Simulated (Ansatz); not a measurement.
# HBr (singlet): wB97M-V, B2PLYP, PBE-QIDH, RKS PBE0, RPA-PBE over a scan of the distance Br1–H2, cc-pVTZ, part 2 of 2

Ansatz 0.2.0, Gaussian basis; cc-pVTZ, all electrons in the functionals, frozen cores in the correlation of double hybrids and RPA. Earlier steps stand in the parts before.

**15. PBE-QIDH, 1.421 Å**

The input, in.yaml:

```yaml
crystal:
  periodic: [false, false, false]
  atoms:
    - {symbol: Br, position_ang: [0.000000, 0.000000, 0.000000]}
    - {symbol: H, position_ang: [0.000000, 0.000000, 1.420600]}
basis:
  gaussian: {orbitals: cc-pVTZ}
hamiltonian: {xc: {name: PBE-QIDH}}
correlation: {electrons: outside_noble_gas}
```

On the command line:

```bash
> ansatz run in.yaml --threads 1 --pin off --events-out ev --progress --plain --max-ram 2393MiB
```

What it wrote, cut to the lines that bear on the results:

```text
Functional definition: PBE-QIDH
  name "PBE-QIDH"
  cite "Brémond, Sancho-García, Pérez-Jiménez & Adamo, J. Chem. Phys. 141, 031101 (2014) doi:10.1063/1.4890314"
  cite "Perdew, Burke & Ernzerhof, Phys. Rev. Lett. 77, 3865 (1996) doi:10.1103/PhysRevLett.77.3865"
[...]
350 factors; integrals over basis functions are off by at most 1.3e-3 eV
[...]
mean field -70044.58020085 eV, -2574.0908444597 hartree, gradient 6.7e-7 eV, S^2 0.000000; 0 other end points of the search recorded, 0 dependent functions left out
14 core orbitals not correlated: weight in the atoms' cores, before any rotation towards them, 1.000 or more for the frozen orbitals, at most 0.000 for the correlated occupied ones
reference -70044.58020786 eV, -2574.0908447171 hartree; 4, 4 occupied and 39, 39 virtual orbitals, 350 factors
second order -5.30334305 eV of doubles, -0.00000000 eV of singles
Total energy: -70046.34798887 eV, -2574.1558094712 hartree
```

Wall time 1.2 s (1 thread of Arm Neoverse V1, shared host).

**16. PBE-QIDH, 1.581 Å**

Changes to in.yaml since step 15:

```diff
@@ -4,3 +4,3 @@
     - {symbol: Br, position_ang: [0.000000, 0.000000, 0.000000]}
-    - {symbol: H, position_ang: [0.000000, 0.000000, 1.420600]}
+    - {symbol: H, position_ang: [0.000000, 0.000000, 1.581000]}
 basis:
```

Launched as before.

What it wrote, cut to the lines that bear on the results:

```text
Functional definition: PBE-QIDH
  name "PBE-QIDH"
  cite "Brémond, Sancho-García, Pérez-Jiménez & Adamo, J. Chem. Phys. 141, 031101 (2014) doi:10.1063/1.4890314"
  cite "Perdew, Burke & Ernzerhof, Phys. Rev. Lett. 77, 3865 (1996) doi:10.1103/PhysRevLett.77.3865"
[...]
350 factors; integrals over basis functions are off by at most 1.4e-3 eV
[...]
mean field -70044.26217019 eV, -2574.0791570483 hartree, gradient 1.5e-6 eV, S^2 0.000000; 0 other end points of the search recorded, 0 dependent functions left out
14 core orbitals not correlated: weight in the atoms' cores, before any rotation towards them, 1.000 or more for the frozen orbitals, at most 0.000 for the correlated occupied ones
reference -70044.26217729 eV, -2574.0791573092 hartree; 4, 4 occupied and 39, 39 virtual orbitals, 350 factors
second order -5.36143347 eV of doubles, -0.00000000 eV of singles
Total energy: -70046.04932178 eV, -2574.1448336578 hartree
```

Run time: 1.1 s. Hardware: 1 thread of Arm Neoverse V1, shared host.

From 1.421 Å: +0.299 eV.

**17. PBE-QIDH, 1.944 Å**

The input, in.yaml:

```yaml
crystal:
  periodic: [false, false, false]
  atoms:
    - {symbol: Br, position_ang: [0.000000, 0.000000, 0.000000]}
    - {symbol: H, position_ang: [0.000000, 0.000000, 1.944000]}
basis:
  gaussian: {orbitals: cc-pVTZ}
magnetization: {spin_polarized: true, initial_magnetization: 0}
hamiltonian: {xc: {name: PBE-QIDH}}
correlation: {electrons: outside_noble_gas}
```

Same command.

What it wrote, cut to the lines that bear on the results:

```text
Functional definition: PBE-QIDH
  name "PBE-QIDH"
  cite "Brémond, Sancho-García, Pérez-Jiménez & Adamo, J. Chem. Phys. 141, 031101 (2014) doi:10.1063/1.4890314"
  cite "Perdew, Burke & Ernzerhof, Phys. Rev. Lett. 77, 3865 (1996) doi:10.1103/PhysRevLett.77.3865"
[...]
352 factors; integrals over basis functions are off by at most 8.2e-4 eV
[...]
mean field -70042.70392070 eV, -2574.0218924359 hartree, gradient 7.3e-7 eV, S^2 0.000000; 2 other end points of the search recorded, 0 dependent functions left out
14 core orbitals not correlated: weight in the atoms' cores, before any rotation towards them, 1.000 or more for the frozen orbitals, at most 0.000 for the correlated occupied ones
reference -70042.70392833 eV, -2574.0218927164 hartree; 4, 4 occupied and 39, 39 virtual orbitals, 352 factors
second order -5.56563169 eV of doubles, -0.00000000 eV of singles
Total energy: -70044.55913890 eV, -2574.0900704471 hartree
```

Run time: 2.6 s. Hardware: 1 thread of Arm Neoverse V1, shared host.

From the report: ⟨S²⟩ of the determinant 0.000 (pure singlet: 0.00).

From 1.421 Å: +1.789 eV.

**18. PBE-QIDH, 2.588 Å**

Changes to in.yaml since step 17:

```diff
@@ -4,3 +4,3 @@
     - {symbol: Br, position_ang: [0.000000, 0.000000, 0.000000]}
-    - {symbol: H, position_ang: [0.000000, 0.000000, 1.944000]}
+    - {symbol: H, position_ang: [0.000000, 0.000000, 2.588000]}
 basis:
```

The command is unchanged.

What it wrote, cut to the lines that bear on the results:

```text
Functional definition: PBE-QIDH
  name "PBE-QIDH"
  cite "Brémond, Sancho-García, Pérez-Jiménez & Adamo, J. Chem. Phys. 141, 031101 (2014) doi:10.1063/1.4890314"
  cite "Perdew, Burke & Ernzerhof, Phys. Rev. Lett. 77, 3865 (1996) doi:10.1103/PhysRevLett.77.3865"
[...]
345 factors; integrals over basis functions are off by at most 1.7e-3 eV
[...]
mean field -70041.28906889 eV, -2573.9698975907 hartree, gradient 5.6e-6 eV, S^2 0.847760; 7 other end points of the search recorded, 0 dependent functions left out
14 core orbitals not correlated: weight in the atoms' cores, before any rotation towards them, 1.000 or more for the frozen orbitals, at most 0.000 for the correlated occupied ones
reference -70041.28907761 eV, -2573.9698979113 hartree; 4, 4 occupied and 39, 39 virtual orbitals, 345 factors
second order -4.26682189 eV of doubles, -0.00000000 eV of singles
Total energy: -70042.71135157 eV, -2574.0221655153 hartree
```

Wall time 5.5 s (1 thread of Arm Neoverse V1, shared host).

From the report: ⟨S²⟩ of the determinant 0.848 (pure singlet: 0.00). The determinant is far from a pure spin state, so its energy mixes those of several spin states (harmless only where they are near-degenerate, as at dissociation).

From 1.421 Å: +3.637 eV.

**19. PBE-QIDH, 3.902 Å**

Changes to in.yaml since step 18:

```diff
@@ -4,3 +4,3 @@
     - {symbol: Br, position_ang: [0.000000, 0.000000, 0.000000]}
-    - {symbol: H, position_ang: [0.000000, 0.000000, 2.588000]}
+    - {symbol: H, position_ang: [0.000000, 0.000000, 3.902000]}
 basis:
```

The command is unchanged.

What it wrote, cut to the lines that bear on the results:

```text
Functional definition: PBE-QIDH
  name "PBE-QIDH"
  cite "Brémond, Sancho-García, Pérez-Jiménez & Adamo, J. Chem. Phys. 141, 031101 (2014) doi:10.1063/1.4890314"
  cite "Perdew, Burke & Ernzerhof, Phys. Rev. Lett. 77, 3865 (1996) doi:10.1103/PhysRevLett.77.3865"
[...]
344 factors; integrals over basis functions are off by at most 5.2e-4 eV
[...]
mean field -70041.04770714 eV, -2573.9610277101 hartree, gradient 6.4e-10 eV, S^2 1.003244; 9 other end points of the search recorded, 0 dependent functions left out
14 core orbitals not correlated: weight in the atoms' cores, before any rotation towards them, 1.000 or more for the frozen orbitals, at most 0.000 for the correlated occupied ones
reference -70041.04771694 eV, -2573.9610280702 hartree; 4, 4 occupied and 39, 39 virtual orbitals, 344 factors
second order -4.08656265 eV of doubles, -0.00000000 eV of singles
Total energy: -70042.40990449 eV, -2574.0110875393 hartree
```

Run time: 12 s. Hardware: 1 thread of Arm Neoverse V1, shared host.

From the report: ⟨S²⟩ of the determinant 1.003 (pure singlet: 0.00). The determinant is far from a pure spin state, so its energy mixes those of several spin states (harmless only where they are near-degenerate, as at dissociation).

From 1.421 Å: +3.938 eV.

**20. RKS PBE0, 1.944 Å**

The input, in.yaml:

```yaml
crystal:
  periodic: [false, false, false]
  atoms:
    - {symbol: Br, position_ang: [0.000000, 0.000000, 0.000000]}
    - {symbol: H, position_ang: [0.000000, 0.000000, 1.944000]}
basis:
  gaussian: {orbitals: cc-pVTZ}
hamiltonian: {xc: {name: PBE0}}
```

The command is unchanged.

What it wrote:

```text
Functional definition: PBE0
  name "PBE0"
  cite "Adamo & Barone, J. Chem. Phys. 110, 6158 (1999) doi:10.1063/1.478522"
  cite "Perdew, Burke & Ernzerhof, Phys. Rev. Lett. 77, 3865 (1996) doi:10.1103/PhysRevLett.77.3865"
  parent pbe
  parameter a = 0.25
  parameter kappa = 0.804
  parameter beta = 0.06672455060314922
  exchange = (1 - a)*pbe_x(kappa = kappa, mu = beta*pi^2/3) + a*exact_x
  correlation = pbe_c(beta = beta)
473 factors; their error is unknown
mean field evaluation 1: about -70053.5620 eV, gradient 9.3e0 eV
mean field evaluation 2: about -70053.1777 eV, gradient 1.5e1 eV
mean field evaluation 4: about -70053.9701 eV, gradient 1.4e-1 eV
mean field evaluation 8: about -70054.1957 eV, gradient 4.7e-2 eV
mean field -70054.19574665 eV, -2574.4442092502 hartree, gradient 1.5e-5 eV, S^2 0.000000; 0 other end points of the search recorded, 0 dependent functions left out
reference -70054.19576519 eV, -2574.4442099314 hartree; 18, 18 occupied and 39, 39 virtual orbitals, 473 factors
Total energy: -70054.19576519 eV, -2574.4442099314 hartree
```

Run time: 0.6 s. Hardware: 1 thread of Arm Neoverse V1, shared host.

**21. RKS PBE0, 2.588 Å**

The input, in.yaml:

```yaml
crystal:
  periodic: [false, false, false]
  atoms:
    - {symbol: Br, position_ang: [0.000000, 0.000000, 0.000000]}
    - {symbol: H, position_ang: [0.000000, 0.000000, 2.588000]}
basis:
  gaussian: {orbitals: cc-pVTZ}
hamiltonian: {xc: {name: PBE0}}
```

The command is unchanged.

What it wrote:

```text
Functional definition: PBE0
  name "PBE0"
  cite "Adamo & Barone, J. Chem. Phys. 110, 6158 (1999) doi:10.1063/1.478522"
  cite "Perdew, Burke & Ernzerhof, Phys. Rev. Lett. 77, 3865 (1996) doi:10.1103/PhysRevLett.77.3865"
  parent pbe
  parameter a = 0.25
  parameter kappa = 0.804
  parameter beta = 0.06672455060314922
  exchange = (1 - a)*pbe_x(kappa = kappa, mu = beta*pi^2/3) + a*exact_x
  correlation = pbe_c(beta = beta)
473 factors; their error is unknown
mean field evaluation 1: about -70049.6488 eV, gradient 1.6e1 eV
mean field evaluation 2: about -70041.4349 eV, gradient 4.3e1 eV
mean field evaluation 4: about -70051.6086 eV, gradient 3.6e0 eV
mean field evaluation 8: about -70051.8954 eV, gradient 2.3e-1 eV
mean field -70051.89549305 eV, -2574.3596764896 hartree, gradient 1.4e-5 eV, S^2 0.000000; 0 other end points of the search recorded, 0 dependent functions left out
reference -70051.89551253 eV, -2574.3596772054 hartree; 18, 18 occupied and 39, 39 virtual orbitals, 473 factors
Total energy: -70051.89551253 eV, -2574.3596772054 hartree
```

Wall time 0.54 s (1 thread of Arm Neoverse V1, shared host).

**22. RKS PBE0, 3.902 Å**

The input, in.yaml:

```yaml
crystal:
  periodic: [false, false, false]
  atoms:
    - {symbol: Br, position_ang: [0.000000, 0.000000, 0.000000]}
    - {symbol: H, position_ang: [0.000000, 0.000000, 3.902000]}
basis:
  gaussian: {orbitals: cc-pVTZ}
hamiltonian: {xc: {name: PBE0}}
```

Launched as before.

What it wrote:

```text
Functional definition: PBE0
  name "PBE0"
  cite "Adamo & Barone, J. Chem. Phys. 110, 6158 (1999) doi:10.1063/1.478522"
  cite "Perdew, Burke & Ernzerhof, Phys. Rev. Lett. 77, 3865 (1996) doi:10.1103/PhysRevLett.77.3865"
  parent pbe
  parameter a = 0.25
  parameter kappa = 0.804
  parameter beta = 0.06672455060314922
  exchange = (1 - a)*pbe_x(kappa = kappa, mu = beta*pi^2/3) + a*exact_x
  correlation = pbe_c(beta = beta)
473 factors; their error is unknown
mean field evaluation 1: about -70043.9182 eV, gradient 1.9e1 eV
mean field evaluation 2: about -70029.8846 eV, gradient 5.6e1 eV
mean field evaluation 4: about -70044.3901 eV, gradient 1.6e1 eV
mean field evaluation 8: about -70046.7204 eV, gradient 1.4e1 eV
mean field evaluation 16: about -70049.9269 eV, gradient 1.5e-4 eV
mean field -70049.92690845 eV, -2574.2873323398 hartree, gradient 6.2e-6 eV, S^2 0.000000; 1 other end points of the search recorded, 0 dependent functions left out
reference -70049.92692893 eV, -2574.2873330925 hartree; 18, 18 occupied and 39, 39 virtual orbitals, 473 factors
Total energy: -70049.92692893 eV, -2574.2873330925 hartree
```

Run time: 0.81 s. Hardware: 1 thread of Arm Neoverse V1, shared host.

**23. RPA-PBE, 1.310 Å**

The input, in.yaml:

```yaml
crystal:
  periodic: [false, false, false]
  atoms:
    - {symbol: Br, position_ang: [0.000000, 0.000000, 0.000000]}
    - {symbol: H, position_ang: [0.000000, 0.000000, 1.310000]}
basis:
  gaussian: {orbitals: cc-pVTZ}
hamiltonian: {xc: {name: PBE}}
correlation: {method: rpa, electrons: outside_noble_gas}
```

The command is unchanged.

What it wrote, cut to the lines that bear on the results:

```text
Functional definition: PBE
  name "PBE"
  cite "Perdew, Burke & Ernzerhof, Phys. Rev. Lett. 77, 3865 (1996) doi:10.1103/PhysRevLett.77.3865"
  parent pbe
[...]
352 factors; integrals over basis functions are off by at most 1.3e-3 eV
[...]
mean field -70053.16116381 eV, -2574.4061890319 hartree, gradient 2.3e-7 eV, S^2 0.000000; 0 other end points of the search recorded, 0 dependent functions left out
14 core orbitals not correlated: weight in the atoms' cores, before any rotation towards them, 1.000 or more for the frozen orbitals, at most 0.000 for the correlated occupied ones
reference -70015.70606189 eV, -2573.0297394243 hartree; 4, 4 occupied and 39, 39 virtual orbitals, 352 factors
Total energy: -70023.80755303 eV, -2573.3274637325 hartree
```

Run time: 0.9 s. Hardware: 1 thread of Arm Neoverse V1, shared host.

**24. RPA-PBE, 1.421 Å**

Changes to in.yaml since step 23:

```diff
@@ -4,3 +4,3 @@
     - {symbol: Br, position_ang: [0.000000, 0.000000, 0.000000]}
-    - {symbol: H, position_ang: [0.000000, 0.000000, 1.310000]}
+    - {symbol: H, position_ang: [0.000000, 0.000000, 1.420600]}
 basis:
```

Launched as before.

What it wrote, cut to the lines that bear on the results:

```text
Functional definition: PBE
  name "PBE"
  cite "Perdew, Burke & Ernzerhof, Phys. Rev. Lett. 77, 3865 (1996) doi:10.1103/PhysRevLett.77.3865"
  parent pbe
[...]
350 factors; integrals over basis functions are off by at most 1.3e-3 eV
[...]
mean field -70053.38613782 eV, -2574.4144566744 hartree, gradient 2.6e-7 eV, S^2 0.000000; 0 other end points of the search recorded, 0 dependent functions left out
14 core orbitals not correlated: weight in the atoms' cores, before any rotation towards them, 1.000 or more for the frozen orbitals, at most 0.000 for the correlated occupied ones
reference -70015.85433479 eV, -2573.0351883529 hartree; 4, 4 occupied and 39, 39 virtual orbitals, 350 factors
Total energy: -70024.00862085 eV, -2573.3348528386 hartree
```

Wall time 0.93 s (1 thread of Arm Neoverse V1, shared host).

**25. RPA-PBE, 1.581 Å**

Changes to in.yaml since step 24:

```diff
@@ -4,3 +4,3 @@
     - {symbol: Br, position_ang: [0.000000, 0.000000, 0.000000]}
-    - {symbol: H, position_ang: [0.000000, 0.000000, 1.420600]}
+    - {symbol: H, position_ang: [0.000000, 0.000000, 1.581000]}
 basis:
```

Launched as before.

What it wrote, cut to the lines that bear on the results:

```text
Functional definition: PBE
  name "PBE"
  cite "Perdew, Burke & Ernzerhof, Phys. Rev. Lett. 77, 3865 (1996) doi:10.1103/PhysRevLett.77.3865"
  parent pbe
[...]
350 factors; integrals over basis functions are off by at most 1.4e-3 eV
[...]
mean field -70053.17948659 eV, -2574.4068623817 hartree, gradient 2.4e-7 eV, S^2 0.000000; 0 other end points of the search recorded, 0 dependent functions left out
14 core orbitals not correlated: weight in the atoms' cores, before any rotation towards them, 1.000 or more for the frozen orbitals, at most 0.000 for the correlated occupied ones
reference -70015.51043346 eV, -2573.0225502123 hartree; 4, 4 occupied and 39, 39 virtual orbitals, 350 factors
Total energy: -70023.76958839 eV, -2573.3260685578 hartree
```

Run time: 2 s. Hardware: 1 thread of Arm Neoverse V1, shared host.

From 1.421 Å: +0.239 eV.

**26. RPA-PBE, 1.944 Å**

The input, in.yaml:

```yaml
crystal:
  periodic: [false, false, false]
  atoms:
    - {symbol: Br, position_ang: [0.000000, 0.000000, 0.000000]}
    - {symbol: H, position_ang: [0.000000, 0.000000, 1.944000]}
basis:
  gaussian: {orbitals: cc-pVTZ}
magnetization: {spin_polarized: true, initial_magnetization: 0}
hamiltonian: {xc: {name: PBE}}
correlation: {method: rpa, electrons: outside_noble_gas}
```

Launched as before.

What it wrote, cut to the lines that bear on the results:

```text
Functional definition: PBE
  name "PBE"
  cite "Perdew, Burke & Ernzerhof, Phys. Rev. Lett. 77, 3865 (1996) doi:10.1103/PhysRevLett.77.3865"
  parent pbe
[...]
352 factors; integrals over basis functions are off by at most 8.2e-4 eV
[...]
mean field -70051.91257988 eV, -2574.3603044188 hartree, gradient 2.0e-6 eV, S^2 0.000000; 0 other end points of the search recorded, 0 dependent functions left out
14 core orbitals not correlated: weight in the atoms' cores, before any rotation towards them, 1.000 or more for the frozen orbitals, at most 0.000 for the correlated occupied ones
reference -70013.86849973 eV, -2572.9622102607 hartree; 4, 4 occupied and 39, 39 virtual orbitals, 352 factors
Total energy: -70022.48130102 eV, -2573.2787248700 hartree
```

It took 1.2 s on 1 thread of Arm Neoverse V1, shared host.

From the report: ⟨S²⟩ of the determinant 0.000 (pure singlet: 0.00).

From 1.421 Å: +1.527 eV.

**27. RPA-PBE, 2.588 Å**

Changes to in.yaml since step 26:

```diff
@@ -4,3 +4,3 @@
     - {symbol: Br, position_ang: [0.000000, 0.000000, 0.000000]}
-    - {symbol: H, position_ang: [0.000000, 0.000000, 1.944000]}
+    - {symbol: H, position_ang: [0.000000, 0.000000, 2.588000]}
 basis:
```

Launched as before.

What it wrote, cut to the lines that bear on the results:

```text
Functional definition: PBE
  name "PBE"
  cite "Perdew, Burke & Ernzerhof, Phys. Rev. Lett. 77, 3865 (1996) doi:10.1103/PhysRevLett.77.3865"
  parent pbe
[...]
345 factors; integrals over basis functions are off by at most 1.7e-3 eV
[...]
mean field -70049.98661643 eV, -2574.2895265676 hartree, gradient 2.1e-6 eV, S^2 0.511277; 10 other end points of the search recorded, 0 dependent functions left out
14 core orbitals not correlated: weight in the atoms' cores, before any rotation towards them, 1.000 or more for the frozen orbitals, at most 0.000 for the correlated occupied ones
reference -70012.48446703 eV, -2572.9113479969 hartree; 4, 4 occupied and 39, 39 virtual orbitals, 345 factors
Total energy: -70020.54948585 eV, -2573.2077319719 hartree
```

Run time: 6 s. Hardware: 1 thread of Arm Neoverse V1, shared host.

From the report: ⟨S²⟩ of the determinant 0.511 (pure singlet: 0.00). The determinant is far from a pure spin state, so its energy mixes those of several spin states (harmless only where they are near-degenerate, as at dissociation).

From 1.421 Å: +3.459 eV.

**28. RPA-PBE, 3.902 Å**

Changes to in.yaml since step 27:

```diff
@@ -4,3 +4,3 @@
     - {symbol: Br, position_ang: [0.000000, 0.000000, 0.000000]}
-    - {symbol: H, position_ang: [0.000000, 0.000000, 2.588000]}
+    - {symbol: H, position_ang: [0.000000, 0.000000, 3.902000]}
 basis:
```

Same command.

What it wrote, cut to the lines that bear on the results:

```text
Functional definition: PBE
  name "PBE"
  cite "Perdew, Burke & Ernzerhof, Phys. Rev. Lett. 77, 3865 (1996) doi:10.1103/PhysRevLett.77.3865"
  parent pbe
[...]
344 factors; integrals over basis functions are off by at most 5.2e-4 eV
[...]
mean field -70049.39575620 eV, -2574.2678128544 hartree, gradient 5.5e-6 eV, S^2 0.962409; 9 other end points of the search recorded, 0 dependent functions left out
14 core orbitals not correlated: weight in the atoms' cores, before any rotation towards them, 1.000 or more for the frozen orbitals, at most 0.000 for the correlated occupied ones
reference -70012.84307992 eV, -2572.9245267776 hartree; 4, 4 occupied and 39, 39 virtual orbitals, 344 factors
Total energy: -70020.24397947 eV, -2573.1965048196 hartree
```

Wall time 7.5 s (1 thread of Arm Neoverse V1, shared host).

From the report: ⟨S²⟩ of the determinant 0.962 (pure singlet: 0.00). The determinant is far from a pure spin state, so its energy mixes those of several spin states (harmless only where they are near-degenerate, as at dissociation).

From 1.421 Å: +3.765 eV.

**29. The comparison**

The yardstick is RCCSDT(Q), where the cluster series has nearly closed. It comes from earlier runs at the same points. Energies in eV, counted from 1.421 Å; blanks weren't run or aren't comparable.

```
    level  1.310 Å  1.421 Å  1.581 Å  1.944 Å  2.588 Å  3.902 Å
RCCSDT(Q)    0.192    0.000    0.254    1.572                  
  wB97M-V    0.184    0.000    0.270    1.697    3.587    3.972
   B2PLYP    0.189    0.000    0.260    1.641    3.556    3.942
 PBE-QIDH    0.169    0.000    0.299    1.789    3.637    3.938
 RKS PBE0    0.194    0.000    0.258    1.656    3.957    5.925
  RPA-PBE    0.201    0.000    0.239    1.527    3.459    3.765
```

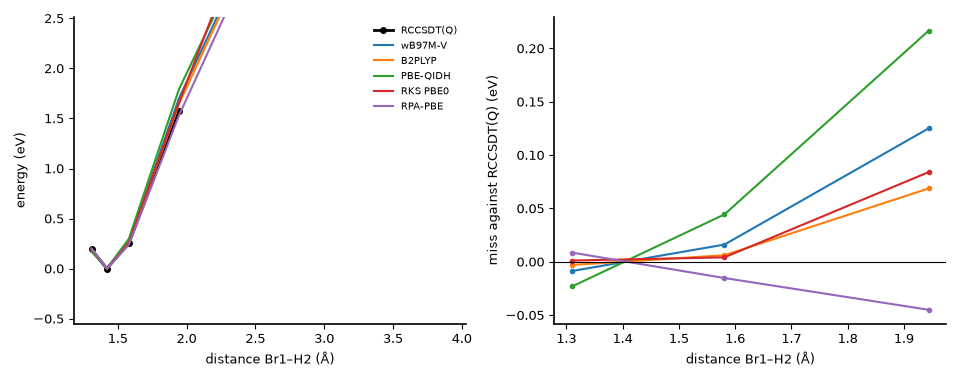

Left: the curves (the axis may cut off levels that run far away). Right: misses against RCCSDT(Q), in the same colours.

Largest miss and mean time a point (RCCSDT(Q) took 9.6 s a point; shared hosts):

```
   level  largest miss (eV)    where  time a point
 wB97M-V             +0.125  1.944 Å         9.5 s
  B2PLYP             +0.069  1.944 Å         3.9 s
PBE-QIDH             +0.217  1.944 Å         3.8 s
RKS PBE0             +0.084  1.944 Å        0.65 s
 RPA-PBE             -0.045  1.944 Å         3.1 s
```

**30. Summary of results**

The summary covers parts 1 to 2.

| quantity | value |
| --- | --- |
| span of the RCCSDT(Q) curve (points where it is known) | 1.572 eV |
| largest miss, wB97M-V | +0.125 eV (1.944 Å) |
| largest miss, B2PLYP | +0.069 eV (1.944 Å) |
| largest miss, PBE-QIDH | +0.217 eV (1.944 Å) |
| largest miss, RKS PBE0 | +0.084 eV (1.944 Å) |
| largest miss, RPA-PBE | -0.045 eV (1.944 Å) |

What this shows: Misses are known at 3 of 5 points at best, and only functionals with that many are ranked. Of the functionals, RPA-PBE keep the smallest largest miss at the points compared (at most 0.045 eV) and PBE-QIDH strays most (0.217 eV, at 1.944 Å). wB97M-V, B2PLYP, PBE-QIDH, RPA-PBE clearly break the spin symmetry at some points (⟨S²⟩ up to 1.00 above the pure value), so energy there is bought with a mixed spin. Functionals and the yardstick converge differently with the basis, so part of each miss in cc-pVTZ is the basis. The program flags that the yardstick's amplitudes may have other solutions at some points.
